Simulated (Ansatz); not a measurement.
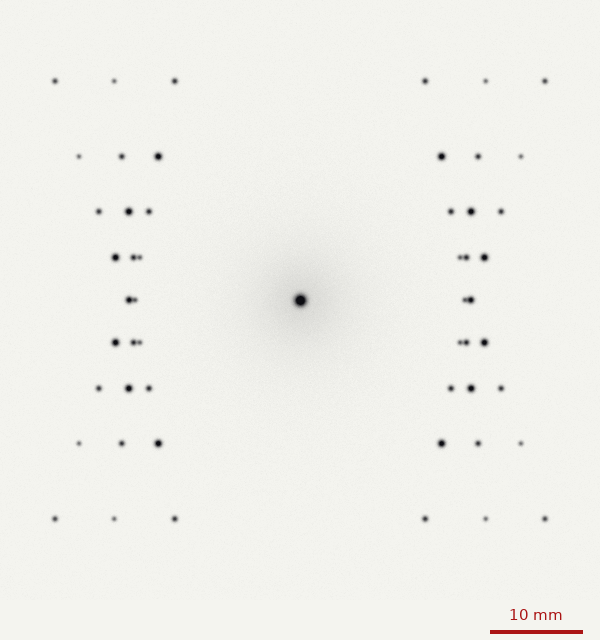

Simulated X-ray rotation photograph: Co Kα radiation (λ = 1.7902 Å), cylindrical film of radius 28.65 mm unrolled, rotation axis vertical and normal to the beam, kinematic intensities without Lorentz or polarisation factors, the film spanning ±63° about the beam; spots down to d = 1.71 Å.

Question: Measure the layer lines and find the identity period along the axis.

Answer: The first layer line lies 4.7 mm from the equator, so tan ν = 0.163, sin ν = 0.161 and the period is λ/sin ν = 11.14 Å. Further lines follow at 9.7, 15.8, 24.1 mm.

The crystal is Sc, space group P6_3/mmc (No. 194), a = 3.33 Å, c = 10.63 Å (hexagonal axes). Structure: the input geometry of an electronic-structure calculation (not necessarily at equilibrium); the starting structure was generated, so it need not be a known form of this composition.

Question: About which axis was it rotated?

Answer: About [101] (or an equivalent direction), whose length in the conventional cell is 11.138 Å.
